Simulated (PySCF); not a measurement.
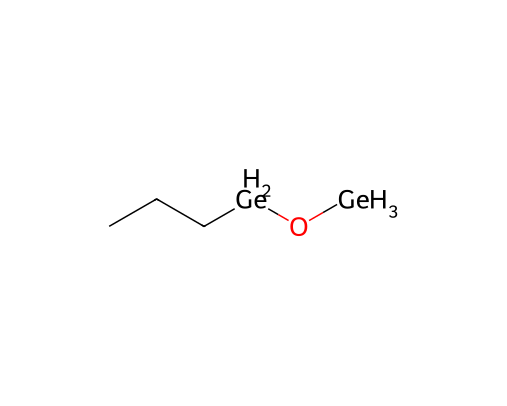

Source: calculation with PySCF.

A structural formula.

Q: Write the SMILES.

A: CC[CH2][GeH2][O][GeH3]

Q: What is the molecular formula?

A: C3H12Ge2O.

Q: An optimisation with PBE0-D3(BJ)/def2-SVP gave a structure of which point group?

A: C1. Other conformers may differ.
